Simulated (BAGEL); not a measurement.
# singlet [NH2]+: a chain of runs

We compute a single-point energy (singlet [NH2]+, HF/cc-pVDZ), then the energy (doublet NH2, NEVPT2(3,3)/cc-pVDZ), then the energy (doublet NH2, CASPT2(3,3)/cc-pVDZ) of H2N. 

The results are computed with BAGEL 1.2.2.

**1. The molecule**

The species is [NH2]+ (3 atoms), meant as a singlet with charge +1. As SMILES of the parent species, `[NH2]`. The N1–H2 distance was set to 1.386 Å, away from the relaxed value. That shape belongs to the parent species and isn't relaxed for this state.

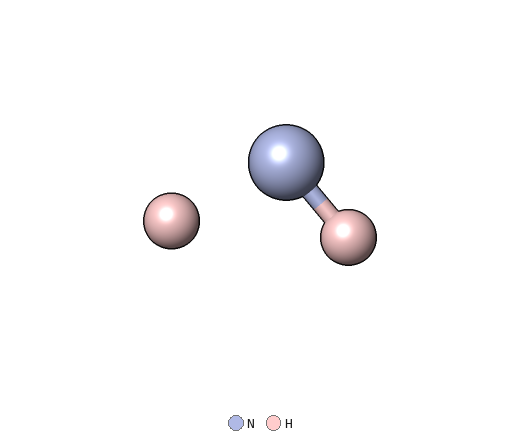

Viewed from a chosen angle; nitrogen light blue, hydrogen pink.

**2. A single-point energy at HF/cc-pVDZ (density fitting with svp-jkfit) (run 1)**

File job.json:

```json
{ "bagel": [

{
  "title": "molecule",
  "basis": "cc-pvdz.json",
  "df_basis": "svp-jkfit",
  "angstrom": true,
  "geometry": [
    { "atom": "N", "xyz": [    0.409307,   -0.552075,    0.168542 ] },
    { "atom": "H", "xyz": [    0.130750,    0.805920,    0.159430 ] },
    { "atom": "H", "xyz": [   -0.395623,   -0.957965,   -0.323238 ] }
  ]
},
{
  "title": "hf",
  "charge": 1
},
{
  "title": "print",
  "file": "orbitals.molden",
  "orbitals": true
}

]}
```

The basis set cc-pVDZ is read from a file made from the Basis Set Exchange's data (not shown).

On the command line:

```console
$ BAGEL_NUM_THREADS=1 BAGEL job.json > job.out
```

Standard output:

```text
* using 1 threads per process

  ===============================================================
  ===============================================================

  *** Geometry ***

  { "atom" : "N", "xyz" : [      0.773478,     -1.043271,      0.318498 ] },
  { "atom" : "H", "xyz" : [      0.247082,      1.522968,      0.301279 ] },
  { "atom" : "H", "xyz" : [     -0.747619,     -1.810291,     -0.610831 ] },

  Number of auxiliary basis functions:      113

  Since a DF basis is specified, we compute 2- and 3-index integrals:
    o Being stored without compression. Storage requirement is 0.001 GB

  Number of basis functions:       24
  Number of electrons      :        9

    * METHOD: MOLECULE                             0.01

  *** RHF ***

  === Nuclear Repulsion ===
     6.5573481432

      * DIIS with orbital gradients will be used.

  === RHF iteration (cc-pvdz.json) ===
      0        -55.06521290          0.02109495           0.00
      1        -55.08977116          0.00379504           0.00
      2        -55.09138555          0.00148160           0.00
      3        -55.09157892          0.00037433           0.00
      4        -55.09159865          0.00010201           0.00
      5        -55.09160047          0.00001733           0.00
      6        -55.09160052          0.00000268           0.00
      7        -55.09160052          0.00000083           0.00
      8        -55.09160052          0.00000010           0.00
      9        -55.09160052          0.00000004           0.00
     10        -55.09160052          0.00000001           0.00
    * SCF iteration converged.

    * Permanent dipole moment:
           (    0.709486,    -0.669534,     0.323039) a.u.

    * METHOD: HF                                   0.03

    * METHOD: PRINT                                0.00

  ===============================================================
```

Run time: 0.26 s. Hardware: 1 thread of Arm Neoverse V2, shared host.

**3. Doublet neutral NH2: the energy at NEVPT2(3,3)/cc-pVDZ (density fitting with svp-jkfit) (run 2)**

File job.json:

```json
{ "bagel" : [

{
  "title" : "molecule",
  "basis" : "cc-pvdz.json",
  "df_basis" : "svp-jkfit",
  "angstrom" : true,
  "geometry" : [
    { "atom" : "N", "xyz" : [    0.409307,   -0.552075,    0.168542 ] },
    { "atom" : "H", "xyz" : [    0.130750,    0.805920,    0.159430 ] },
    { "atom" : "H", "xyz" : [   -0.395623,   -0.957965,   -0.323238 ] }
  ]
},
{ "title" : "hf", "charge" : 1 },
{ "title" : "casscf", "nstate" : 1, "nact" : 3, "nclosed" : 3, "nspin" : 1, "active" : [4, 5, 6], "maxiter" : 200, "natocc" : true },
{
  "title" : "nevpt2",
  "nstate" : 1,
  "nact" : 3,
  "nclosed" : 3,
  "nspin" : 1,
  "active" : [4, 5, 6],
  "maxiter" : 200,
  "natocc" : true,
  "ncore" : 1
},
{ "title" : "print", "file" : "orbitals.molden", "orbitals" : true }

]}
```

The basis set cc-pVDZ is read from a file made from the Basis Set Exchange's data (not shown).

On the command line:

```console
$ BAGEL_NUM_THREADS=1 BAGEL job.json > job.out
```

Standard output:

```text
* using 1 threads per process

  ===============================================================
  ===============================================================

  *** Geometry ***

  { "atom" : "N", "xyz" : [      0.773478,     -1.043271,      0.318498 ] },
  { "atom" : "H", "xyz" : [      0.247082,      1.522968,      0.301279 ] },
  { "atom" : "H", "xyz" : [     -0.747619,     -1.810291,     -0.610831 ] },

  Number of auxiliary basis functions:      113

  Since a DF basis is specified, we compute 2- and 3-index integrals:
    o Being stored without compression. Storage requirement is 0.001 GB

  Number of basis functions:       24
  Number of electrons      :        9

    * METHOD: MOLECULE                             0.01

  *** RHF ***

  === Nuclear Repulsion ===
     6.5573481432

      * DIIS with orbital gradients will be used.

  === RHF iteration (cc-pvdz.json) ===
      0        -55.06521290          0.02109495           0.00
      1        -55.08977116          0.00379504           0.00
      2        -55.09138555          0.00148160           0.00
      3        -55.09157892          0.00037433           0.00
      4        -55.09159865          0.00010201           0.00
      5        -55.09160047          0.00001733           0.00
      6        -55.09160052          0.00000268           0.00
      7        -55.09160052          0.00000083           0.00
      8        -55.09160052          0.00000010           0.00
      9        -55.09160052          0.00000004           0.00
     10        -55.09160052          0.00000001           0.00
    * SCF iteration converged.

    * Permanent dipole moment:
           (    0.709486,    -0.669534,     0.323039) a.u.

    * METHOD: HF                                   0.03

  ---------------------------
      CASSCF calculation
  ---------------------------

    ==== Active orbitals : =====
         Orbital 4
         Orbital 5
         Orbital 6
    ============================

    * nstate   :      1
    * nclosed  :      3
    * nact     :      3
    * nvirt    :     18
  === CASSCF iteration (cc-pvdz.json) ===

    * Using the second-order algorithm

      0  0       -55.47821593     5.32e-02      0.00

      1  0       -55.53632990     7.86e-03      0.01

      2  0       -55.54210332     3.27e-03      0.01

      3  0       -55.54242878     9.99e-04      0.01

      4  0       -55.54244725     2.84e-04      0.01

      5  0       -55.54244875     8.12e-05      0.01

      6  0       -55.54244887     2.32e-05      0.01

      7  0       -55.54244888     6.66e-06      0.01

      8  0       -55.54244888     1.91e-06      0.01

      9  0       -55.54244888     5.47e-07      0.01

     10  0       -55.54244888     1.57e-07      0.01

     11  0       -55.54244888     4.49e-08      0.00

     12  0       -55.54244888     1.29e-08      0.00

     13  0       -55.54244888     3.67e-09      0.00

    * Second-order optimization converged. *

     guess   0:   closed 1..                  open .1.

  === FCI iteration ===

      0  0       -55.50354317     6.22e-02      0.00
      1  0       -55.54219957     3.40e-03      0.00
      2  0       -55.54242572     1.14e-03      0.00
      3  0 *     -55.54244888     3.10e-15      0.00

     * ci vector, state   0, <S^2> = 0.7500
       2a.    -0.9772552926
       .a2    -0.1948152621
       aba    -0.0684061733

    * METHOD: CASSCF                               0.08

    * freezing 1 orbital

  === DF-NEVPT2 calculation ===

    * 3-index integral transformation done
    * assembly done

      NEVPT2 correlation energy:   -0.1264972257      0.00

          (+0)     -0.0412890601
          (+0)'    -0.0276198505
          (+1)     -0.0073141710
          (+1)'    -0.0002711925
          (+2)     -0.0005809433
          (-1)     -0.0345883548
          (-1)'    -0.0042928443
          (-2)     -0.0105408093

      NEVPT2 total energy:        -55.6689461062

    * METHOD: NEVPT2                               0.01

    * METHOD: PRINT                                0.00

  ===============================================================
```

It took 0.36 s on 1 thread of Arm Neoverse V2, shared host.

**4. Doublet neutral NH2: a single-point energy at CASPT2(3,3)/cc-pVDZ (density fitting with svp-jkfit) (run 3)**

File input.json:

```json
{ "bagel" : [

{
  "title" : "molecule",
  "basis" : "cc-pvdz.json",
  "df_basis" : "svp-jkfit",
  "angstrom" : "true",
  "geometry" : [
    { "atom" : "N", "xyz" : [       0.409307,      -0.552075,       0.168542 ] },
    { "atom" : "H", "xyz" : [       0.130750,       0.805920,       0.159430 ] },
    { "atom" : "H", "xyz" : [      -0.395623,      -0.957965,      -0.323238 ] }
  ]
},

{ "title" : "hf", "charge" : 1 },

{ "title" : "casscf", "nstate" : 1, "nact" : 3, "nclosed" : 3, "nspin" : 1, "active" : [4, 5, 6], "maxiter" : 200, "natocc" : "true" },

{ "title" : "print", "file" : "orbitals.molden", "orbitals" : "true" },

{ "title" : "smith", "method" : "caspt2", "ms" : "true", "xms" : "true", "sssr" : "true", "shift" : 0.2, "shift_imag" : "true", "ncore" : 1 }

]}
```

The basis set cc-pVDZ is read from a file made from the Basis Set Exchange's data (not shown).

On the command line:

```console
$ BAGEL_NUM_THREADS=1 BAGEL input.json > input.out
```

Standard output:

```text
* using 1 threads per process

  ===============================================================
  ===============================================================

  *** Geometry ***

  { "atom" : "N", "xyz" : [      0.773478,     -1.043271,      0.318498 ] },
  { "atom" : "H", "xyz" : [      0.247082,      1.522968,      0.301279 ] },
  { "atom" : "H", "xyz" : [     -0.747619,     -1.810291,     -0.610831 ] },

  Number of auxiliary basis functions:      113

  Since a DF basis is specified, we compute 2- and 3-index integrals:
    o Being stored without compression. Storage requirement is 0.001 GB

  Number of basis functions:       24
  Number of electrons      :        9

    * METHOD: MOLECULE                             0.01

  *** RHF ***

  === Nuclear Repulsion ===
     6.5573481432

      * DIIS with orbital gradients will be used.

[... 6 lines left out ...]
    * SCF iteration converged.
[... 1 line left out ...]
    * Permanent dipole moment:
[... 28 lines left out ...]
    * Second-order optimization converged. *
[... 10 lines left out ...]
     * ci vector, state   0, <S^2> = 0.7500
[... 17 lines left out ...]
    * Zeroth order energy : state  0       -1.1002514298
[... 3 lines left out ...]
      -------------------------------------------  CASPT2 iteration  ---------------------------------------------------
       #      aibj      arbs      arbi      airj      risj      airs      arst      rist         Etot      error   time
      ------------------------------------------------------------------------------------------------------------------

       0  -0.04135  -0.01288  -0.03675  -0.00782  -0.00077  -0.02604  -0.00456  -0.00032   -0.1304968  0.0041814   0.01
       1  -0.04140  -0.01294  -0.03685  -0.00787  -0.00080  -0.02632  -0.00464  -0.00033   -0.1311569  0.0005875   0.00
       2  -0.04140  -0.01294  -0.03685  -0.00787  -0.00081  -0.02633  -0.00464  -0.00033   -0.1311726  0.0001308   0.00
       3  -0.04140  -0.01294  -0.03685  -0.00787  -0.00081  -0.02633  -0.00464  -0.00033   -0.1311734  0.0000264   0.00
       4  -0.04140  -0.01294  -0.03685  -0.00787  -0.00081  -0.02633  -0.00464  -0.00033   -0.1311735  0.0000048   0.01
       5  -0.04140  -0.01294  -0.03685  -0.00787  -0.00081  -0.02633  -0.00464  -0.00033   -0.1311735  0.0000008   0.00

      ------------------------------------------------------------------------------------------------------------------

    * CASPT2 energy : state  0      -55.6742376654
        w/o shift correction        -55.6736223460
        reference weight              0.9596073850

    * METHOD: SMITH                                0.04

  ===============================================================
```

Run time: 0.4 s. Hardware: 1 thread of Arm Neoverse V2, shared host.

**5. Summary of results**

| quantity | value |
| --- | --- |
| run 1, HF/cc-pVDZ: total energy | -55.09160 Eh |
| run 1, HF/cc-pVDZ: HOMO energy | -24.09 eV |
| run 1, HF/cc-pVDZ: LUMO energy | -9.12 eV |
| run 1, HF/cc-pVDZ: HOMO–LUMO gap | 14.98 eV |
| doublet neutral NH2, run 2: total energy | -55.66895 Eh |
| doublet neutral NH2, run 3: total energy | -55.67424 Eh |
